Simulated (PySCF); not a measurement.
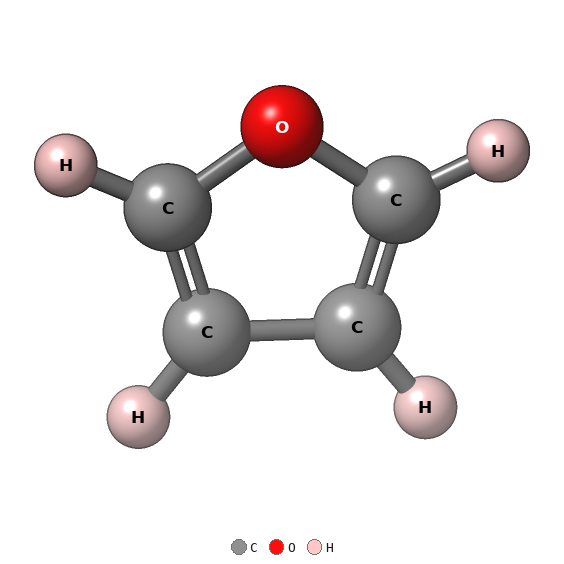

Orthographic view. Distant atoms are faded towards the background colour. The computed structure is the end point of a GFN2-xTB optimisation. No frequency run is at hand to confirm it as a minimum.

Give the standard InChI.

InChI=1S/C4H4O/c1-2-4-5-3-1/h1-4H
